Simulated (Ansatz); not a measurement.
**One shape, several levels: C2H3F (SMILES C=CF)**

Wanted: a comparison of 6 runs (HF/3-21G, HF/def2-SVP, PBE/6-311G**, RPA@r2SCAN0/jorge-DZP, CCSD(T)/6-31G**, CCSD(T)/aug-cc-pVDZ) of C2H3F. 

The results are computed with Ansatz 0.2.0.

8 further runs of the same task are left out: 3 for a known fault of the program, 2 that didn't finish, 3 set aside as unsound or not needed.

### 1 Starting point

C2H3F has 6 atoms, charge 0, and is taken as a singlet. SMILES: `C=CF`. Geometry: relaxed at PBE0-D4/def2-TZVP.

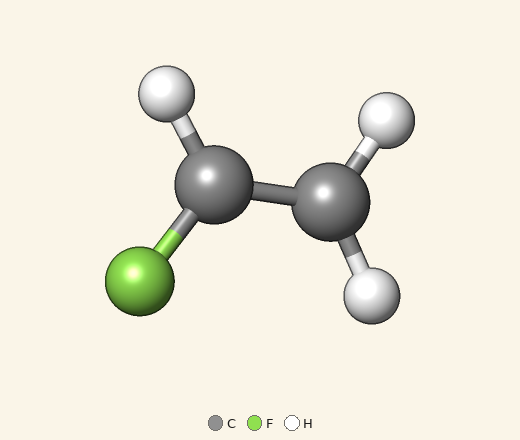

Viewed from a chosen angle; carbon grey, fluorine green, hydrogen white.

### 2 Energy and gradient at HF/3-21G (run 1)

molecule.yaml reads:

```yaml
crystal:
  periodic: [false, false, false]
  atoms:
    - {symbol: C, position_ang: [-0.536200, 0.076400, -0.442800]}
    - {symbol: C, position_ang: [0.490000, -0.016300, 0.376600]}
    - {symbol: F, position_ang: [0.966200, -1.192400, 0.795500]}
    - {symbol: H, position_ang: [-1.043900, -0.803300, -0.816600]}
    - {symbol: H, position_ang: [-0.880200, 1.054100, -0.749700]}
    - {symbol: H, position_ang: [1.046100, 0.817400, 0.790700]}
basis:
  gaussian:
    orbitals: 3-21G.json
hamiltonian:
  xc: hf
accuracy: high
output: {forces: true, orbitals: {seedname: orbitals}}
```

The basis set 3-21G is read from a file made from the Basis Set Exchange's data (not shown).

Started as:

```sh
$ ansatz run molecule.yaml --threads 1 --pin off --max-ram 2610MiB --events-out events.jsonl --progress --plain --runs-dir runs
```

The log of the run:

```text
Warning: RAYON_NUM_THREADS=1 ignored (pool sized by the plan → 1); use --threads N
Functional definition: HF
  name "HF"
  exchange = exact_x
  correlation = 0
710 factors; integrals over basis functions are off by at most 8.5e-9 eV
mean field evaluation 1: about -4785.7598 eV, gradient 2.2e1 eV
mean field evaluation 2: about -4785.7542 eV, gradient 2.2e1 eV
mean field evaluation 4: about -4786.9902 eV, gradient 2.1e0 eV
mean field evaluation 8: about -4787.0071 eV, gradient 1.4e-1 eV
mean field -4787.00725215 eV, -175.9192717664 hartree, gradient 2.9e-8 eV, S^2 0.000000; 0 other end points of the search recorded, 0 dependent functions left out
the calculation of the forces begins
reference -4787.00725215 eV, -175.9192717664 hartree; 12, 12 occupied and 21, 21 virtual orbitals, 710 factors
Total energy: -4787.00725215 eV, -175.9192717664 hartree
Atom 0 at    -0.536200     0.076400    -0.442800 Å, force     0.353607     0.219710     0.273890 eV/Å
Atom 1 at     0.490000    -0.016300     0.376600 Å, force    -0.708467     1.355921    -0.608435 eV/Å
Atom 2 at     0.966200    -1.192400     0.795500 Å, force     0.477130    -1.165937     0.418989 eV/Å
Atom 3 at    -1.043900    -0.803300    -0.816600 Å, force     0.229121     0.388420     0.168671 eV/Å
Atom 4 at    -0.880200     1.054100    -0.749700 Å, force     0.074880    -0.434196     0.074284 eV/Å
Atom 5 at     1.046100     0.817400     0.790700 Å, force    -0.426270    -0.363918    -0.327399 eV/Å
Dipole moment:    -0.108792     0.334497    -0.097896 e Å
```

Run time: 0.32 s. Hardware: 1 thread of Arm Neoverse V1, shared host.

### 3 Energy and gradient at HF/def2-SVP (run 2)

in.yaml reads:

```yaml
basis:
  gaussian: {orbitals: def2-SVP}
crystal:
  periodic: [false, false, false]
  atoms:
    - {symbol: C, position_ang: [-0.536200, 0.076400, -0.442800]}
    - {symbol: C, position_ang: [0.490000, -0.016300, 0.376600]}
    - {symbol: F, position_ang: [0.966200, -1.192400, 0.795500]}
    - {symbol: H, position_ang: [-1.043900, -0.803300, -0.816600]}
    - {symbol: H, position_ang: [-0.880200, 1.054100, -0.749700]}
    - {symbol: H, position_ang: [1.046100, 0.817400, 0.790700]}
hamiltonian: {xc: hf}
accuracy: high
output: {forces: true, orbitals: {seedname: orbitals}}
```

Started as:

```sh
$ ansatz run in.yaml --threads 1 --pin off --max-ram 2610MiB --events-out events.jsonl --progress --plain --runs-dir runs
```

The log of the run, shortened:

```text
Warning: RAYON_NUM_THREADS=1 ignored (pool sized by the plan → 1); use --threads N
Functional definition: HF
  name "HF"
[...]
1297 factors; integrals over basis functions are off by at most 3.1e-9 eV
[...]
mean field -4809.54690713 eV, -176.7475888092 hartree, gradient 2.6e-8 eV, S^2 0.000000; 0 other end points of the search recorded, 0 dependent functions left out
[...]
reference -4809.54690713 eV, -176.7475888092 hartree; 12, 12 occupied and 45, 45 virtual orbitals, 1297 factors
Total energy: -4809.54690713 eV, -176.7475888092 hartree
Atom 0 at    -0.536200     0.076400    -0.442800 Å, force     0.263443     0.013855     0.209140 eV/Å
Atom 1 at     0.490000    -0.016300     0.376600 Å, force     0.077390    -0.553661     0.081613 eV/Å
Atom 2 at     0.966200    -1.192400     0.795500 Å, force    -0.276897     0.656260    -0.242905 eV/Å
Atom 3 at    -1.043900    -0.803300    -0.816600 Å, force     0.025205     0.020708     0.019050 eV/Å
Atom 4 at    -0.880200     1.054100    -0.749700 Å, force    -0.007747    -0.033142    -0.005088 eV/Å
Atom 5 at     1.046100     0.817400     0.790700 Å, force    -0.081394    -0.104021    -0.061810 eV/Å
Dipole moment:    -0.101002     0.318774    -0.091164 e Å
```

Wall time 1.1 s (1 thread of Arm Neoverse V1, shared host).

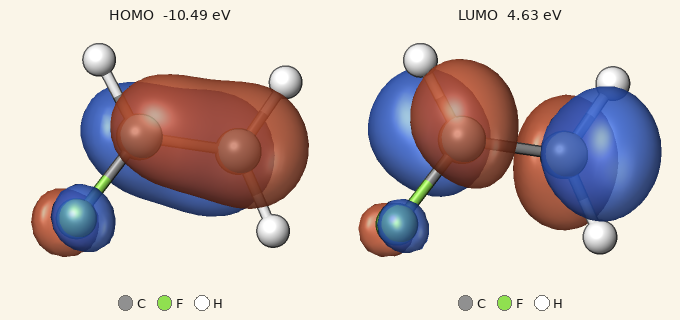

Frontier orbitals of this run, surfaces at ±0.2 Å^-3/2.

Runs 3 to 5 aren't shown in full; the table further down has their settings and results.

### 4 Energy and forces at CCSD(T)/aug-cc-pVDZ (run 6)

job.yaml reads:

```yaml
crystal:
  periodic: [false, false, false]
  atoms:
    - {symbol: C, position_ang: [-0.536200, 0.076400, -0.442800]}
    - {symbol: C, position_ang: [0.490000, -0.016300, 0.376600]}
    - {symbol: F, position_ang: [0.966200, -1.192400, 0.795500]}
    - {symbol: H, position_ang: [-1.043900, -0.803300, -0.816600]}
    - {symbol: H, position_ang: [-0.880200, 1.054100, -0.749700]}
    - {symbol: H, position_ang: [1.046100, 0.817400, 0.790700]}
basis:
  gaussian:
    orbitals: aug-cc-pVDZ
accuracy: high
output:
  forces: true
  orbitals: {seedname: orbitals}
correlation:
  method: ccsd_t
  frozen_orbitals: {C: 1, F: 1, H: 0}
scf:
  omitted_lower_state_checks: [cluster_reference, increment]
```

Started as:

```sh
$ ansatz run job.yaml --threads 1 --pin off --max-ram 2610MiB --events-out events.jsonl --progress --plain --runs-dir runs
```

The log of the run, shortened:

```text
Warning: RAYON_NUM_THREADS=1 ignored (pool sized by the plan → 1); use --threads N
Functional definition: HF
  name "HF"
[...]
1881 factors; integrals over basis functions are off by at most 3.2e-9 eV
[...]
mean field -4813.91850244 eV, -176.9082419737 hartree, gradient 1.6e-8 eV, S^2 0.000000; 0 other end points of the search recorded, 0 dependent functions left out
3 core orbitals not correlated: weight in the atoms' cores, before any rotation towards them, 1.000 or more for the frozen orbitals, at most 0.000 for the correlated occupied ones
reference -4813.91850244 eV, -176.9082419737 hartree; 9, 9 occupied and 84, 84 virtual orbitals, 1881 factors
second order -13.01967984 eV of doubles, -0.00000000 eV of singles
cycle   1  -13.28769055 eV  change   -2.7e-1 eV  update   8.5e-2
[...]
cycle  20  -13.70419664 eV  change  -2.5e-10 eV  update   1.7e-9
perturbative correction -0.44253496 eV, -0.0162628598 hartree
[...]
Total energy: -4828.06523405 eV, -177.4281247710 hartree
Atom 0 at    -0.536200     0.076400    -0.442800 Å, force    -1.108230     0.056061    -0.883345 eV/Å
Atom 1 at     0.490000    -0.016300     0.376600 Å, force     0.800229     0.744024     0.611934 eV/Å
Atom 2 at     0.966200    -1.192400     0.795500 Å, force     0.463915    -1.195369     0.409563 eV/Å
Atom 3 at    -1.043900    -0.803300    -0.816600 Å, force    -0.220199    -0.358924    -0.163139 eV/Å
Atom 4 at    -0.880200     1.054100    -0.749700 Å, force    -0.140474     0.414216    -0.125894 eV/Å
Atom 5 at     1.046100     0.817400     0.790700 Å, force     0.204759     0.339991     0.150881 eV/Å
Dipole moment:    -0.095940     0.258456    -0.085080 e Å
Checks for a lower state left out: cluster_reference, increment
```

Wall time 78 s (1 thread of Arm Neoverse V1, shared host); peak memory 0.99 GiB.

### 5 All runs side by side

```
run                                  level      task  frozen core orbitals  energy (Eh)  dipole moment (D)  HOMO energy (eV)  LUMO energy (eV)  wall time
  1                               HF/3-21G  gradient                     –  -175.919272               1.75            -10.41              5.00     0.32 s
  2                            HF/def2-SVP  gradient                     –  -176.747589               1.66            -10.49              4.63      1.1 s
  3                           PBE/6-311G**  gradient                     –  -177.671380               1.18             -6.34             -0.56      3.6 s
  4                  RPA@r2SCAN0/jorge-DZP    energy                     3  -177.534403                  –                 –                 –      8.4 s
  5  CCSD(T)/6-31G** (spherical functions)  gradient                     3  -177.359424               1.31            -10.28              5.03       12 s
  6                    CCSD(T)/aug-cc-pVDZ  gradient                     3  -177.428125               1.39            -10.50              1.02       78 s
```

### 6 Results

```
                                          quantity          value
                               run 6: total energy  -177.42812 Eh
         run 6: dipole moment (correlated density)         1.39 D
        run 6: HOMO energy (Hartree–Fock orbitals)      -10.50 eV
        run 6: LUMO energy (Hartree–Fock orbitals)        1.02 eV
      run 6: HOMO–LUMO gap (Hartree–Fock orbitals)       11.52 eV
run 6: correlation energy (3 core orbitals frozen)     -519.9 mEh
                             run 6: (T) correction     -16.26 mEh
                              run 6: T1 diagnostic          0.013
                   run 6: largest force on an atom     1.418 eV/Å
```

**Reading.** Over runs 1, 2, 3, 5, 6 the dipole moment (its size) runs from 1.18 D (PBE/6-311G**) to 1.75 D (HF/3-21G). The two ends differ in method and basis. Over runs 1, 2, 3 the HOMO–LUMO gap runs from 5.78 eV (PBE/6-311G**) to 15.40 eV (HF/3-21G). All runs together took 1.7 min, the longest 78 s.
